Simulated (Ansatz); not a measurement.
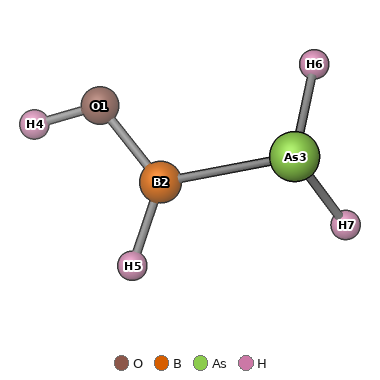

The system is AsBH₄O, SMILES OB[AsH2]; the picture shows the reference structure. Coordinates scanned: (1) angle O1–B2–As3; (2) dihedral O1–B2–As3–H6. Nothing is relaxed (all other coordinates rigid). Grid: 15 × 15 points. Points are written as (first, second). Energies are in eV, from the relaxed molecule at the same level. All numbers below come from Ansatz, RKS SPW92 (LDA)/def2-TZVP.

Its coordinates:

```xyz
7

O    -1.4904    0.1004   -0.3323
B    -0.2226   -0.3432   -0.4165
As    0.9507   -0.2415    1.2127
H    -2.0183   -0.0606   -1.1358
H     0.1763   -0.8954   -1.4189
H     0.4632    1.1333    1.6572
H     2.1411    0.3069    0.4335
```

Range: angle O1–B2–As3 from 83.8 to 153.8°; dihedral O1–B2–As3–H6 from −180 to 156°.

What landscape does the calculation give?

Answer. The lowest grid point is at (118.8°, −36°), 0.0012 eV from the relaxed molecule at the same level. There is a further well near (118.8°, 132°) (0.039 eV above the lowest at that grid point). The highest grid point, (83.8°, 60°), lies 2.03 eV above the lowest. On the interpolated surface the easiest way out of the lowest well to the well at (118.8°, 132°) passes a barrier of about 0.19 eV. Round the minimum the two coordinates are weakly coupled (coupling −0.09 in units of the two stiffnesses).

```tsv
dihedral O1–B2–As3–H6 ↓, angle O1–B2–As3 →	83.8	88.8	93.8	98.8	103.8	108.8	113.8	118.8	123.8	128.8	133.8	138.8	143.8	148.8	153.8
156	1.47	1.04	0.71	0.46	0.27	0.15	0.08	0.07	0.10	0.19	0.33	0.52	0.78	1.11	1.52
132	1.62	1.14	0.76	0.48	0.28	0.14	0.07	0.04	0.07	0.15	0.28	0.47	0.72	1.05	1.45
108	1.85	1.30	0.88	0.57	0.34	0.19	0.10	0.07	0.09	0.16	0.29	0.48	0.72	1.04	1.44
84	2.00	1.42	0.99	0.67	0.44	0.28	0.18	0.14	0.16	0.23	0.35	0.53	0.78	1.09	1.49
60	2.03	1.49	1.07	0.75	0.52	0.36	0.26	0.21	0.22	0.29	0.41	0.59	0.83	1.15	1.55
36	2.01	1.48	1.07	0.75	0.52	0.36	0.26	0.22	0.23	0.29	0.41	0.59	0.83	1.15	1.55
12	1.96	1.40	0.98	0.66	0.43	0.27	0.18	0.14	0.15	0.22	0.35	0.53	0.77	1.09	1.49
−12	1.81	1.26	0.85	0.54	0.32	0.17	0.08	0.05	0.07	0.14	0.27	0.45	0.70	1.02	1.41
−36	1.60	1.12	0.74	0.46	0.25	0.11	0.03	0.00	0.03	0.10	0.23	0.42	0.67	0.99	1.39
−60	1.48	1.04	0.70	0.44	0.25	0.12	0.04	0.02	0.05	0.13	0.27	0.46	0.71	1.04	1.44
−84	1.50	1.07	0.74	0.48	0.30	0.17	0.10	0.09	0.12	0.21	0.35	0.54	0.80	1.13	1.54
−108	1.58	1.14	0.81	0.55	0.36	0.24	0.17	0.16	0.19	0.28	0.43	0.63	0.90	1.23	1.65
−132	1.62	1.17	0.83	0.58	0.39	0.27	0.20	0.19	0.23	0.32	0.47	0.67	0.94	1.28	1.70
−156	1.56	1.13	0.80	0.55	0.37	0.25	0.19	0.18	0.22	0.31	0.46	0.66	0.93	1.27	1.69
−180	1.47	1.05	0.73	0.49	0.31	0.20	0.13	0.12	0.16	0.25	0.40	0.60	0.86	1.20	1.61
```

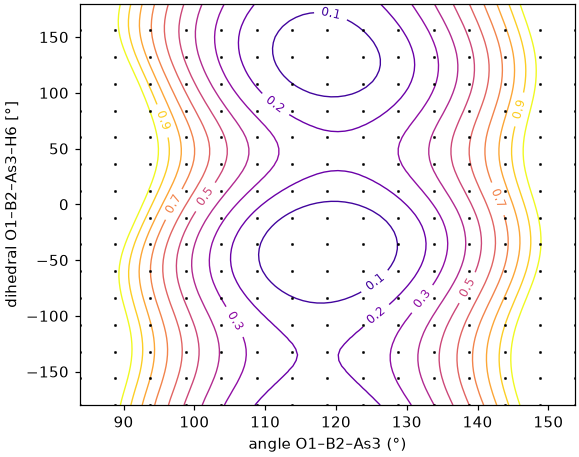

The picture shows contour lines labelled in eV (none above 1), dots at the grid points. Between grid points the surface is interpolated.

Each point was launched as `ansatz run input.yaml --threads 1 --pin off --max-ram 2560MiB --backend cpu --events-out ev --progress --plain --runs-dir out`. Time for the 225 points that were run: 8.2 min on 1 thread of Arm Neoverse V2 (shared host).
